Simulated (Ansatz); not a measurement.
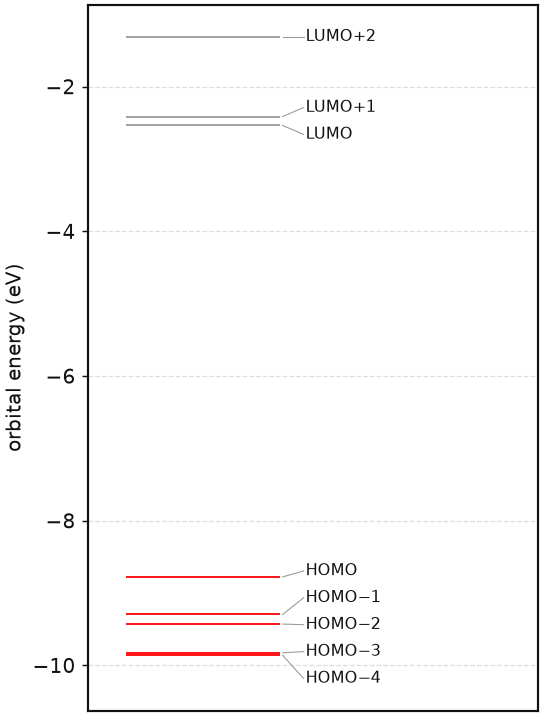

MoH₂O₄, SMILES [O]=[Mo](=[O])([OH])[OH], singlet. Kohn-Sham orbital energies near the frontier, HSE06/def2-TZVPP in the Ansatz code 0.2.0, at a PBE0-D4/def2-TZVP geometry (a minimum by its frequencies), isolated molecule; empty levels in grey, levels within 0.03 eV side by side.

### Where do the frontier orbitals lie?

HOMO at −8.78 eV, LUMO at −2.54 eV, 6.24 eV apart.

### How far below the HOMO does the next level lie?

0.52 eV.

### List the levels.

```
orbital  energy (eV)
 LUMO+2        −1.31
 LUMO+1        −2.41
   LUMO        −2.54
   HOMO        −8.78
 HOMO−1        −9.30
 HOMO−2        −9.43
 HOMO−3        −9.83
 HOMO−4        −9.86
```

Known limits of this run: core potentials past krypton.
